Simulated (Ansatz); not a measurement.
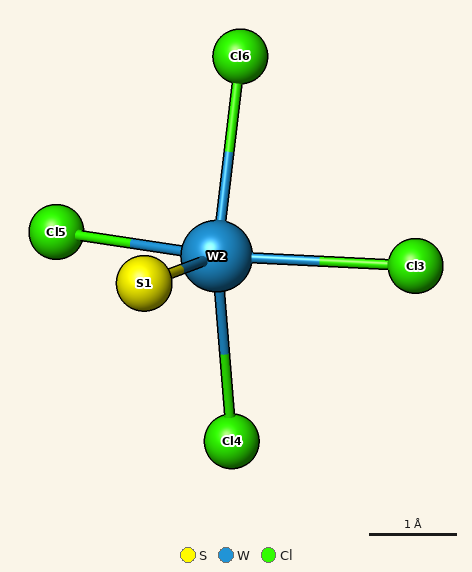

Starting structure of WSCl$_{4}$. Style: ball-and-stick. Shown at a tilt.

The start comes from PBE-D4/def2-SVP.

Method: Ansatz 0.2.0, RKS PBE0-D4/def2-TZVP.

The input:
```yaml
crystal:
  periodic: [false, false, false]
  atoms:
    - {symbol: S, position_ang: [-1.018201, 0.096939, -1.883074]}
    - {symbol: W, position_ang: [-0.004195, -0.009129, -0.027979]}
    - {symbol: Cl, position_ang: [-1.632764, -0.703989, 1.464769]}
    - {symbol: Cl, position_ang: [0.799439, -2.179166, 0.052569]}
    - {symbol: Cl, position_ang: [2.164202, 0.627425, -0.533674]}
    - {symbol: Cl, position_ang: [-0.266381, 2.103821, 0.881189]}
basis:
  gaussian: {orbitals: def2-TZVP}
hamiltonian: {xc: pbe0, dispersion: d4}
relax: {f_tol: 0.005, max_steps: 150}
```

Command:
```bash
ansatz run in.yaml --threads 4 --pin off --events-out ev --progress --plain --max-ram 11315MiB
```

> Where does the relaxation end?

The largest moves after the best rigid fit, 0.033 Å, are those of Cl3, Cl5 and Cl6. By element the largest moves are Cl 0.033 Å, S 0.021 Å, W 0.012 Å. Some distances before and after: S1–W2 2.117 → 2.084 Å, W2–Cl3 2.316 → 2.286 Å. Over 3 geometry steps the energy falls by 5.55 kJ/mol. Largest force component: 1 eV/Å at the start, 0.00038 eV/Å at the end. Cost: 34 s on 4 threads of Arm Neoverse V2 (shared host).

The structure at the end:

```xyz
6

S    -1.0079    0.0960   -1.8647
W    -0.0096   -0.0089   -0.0382
Cl   -1.6056   -0.6937    1.4486
Cl    0.7902   -2.1485    0.0560
Cl    2.1353    0.6181   -0.5206
Cl   -0.2602    2.0729    0.8727
```
